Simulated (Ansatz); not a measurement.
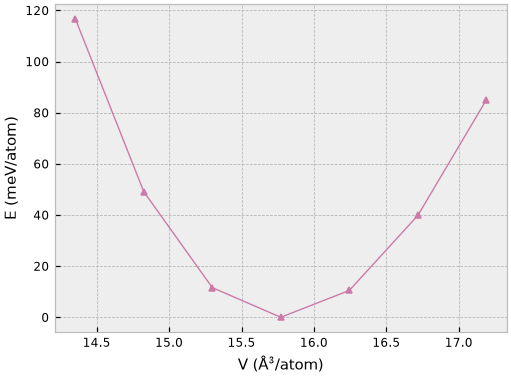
Fig. 1. NbRu (L1₀ or tetragonal B2, P4/mmm) under volume change, r²SCAN (plane waves, PAW; program Ansatz), shape and atoms relaxed at each volume.

What does a third-order Birch–Murnaghan fit give for V₀, B₀ and B′?

V₀ = 15.77 Å³/atom, B₀ = 248 GPa, B′ = 4.3.

The workflow started from an entry of the Crystallography Open Database (COD), which files this formula under 2 space groups. Its standing as an ambient phase is unchecked. The r²SCAN relaxation kept the symmetry of its start; whether a distortion lowers the energy is not shown. The run is not spin-polarised.

Potentials: the later of the program's two PAW sets.
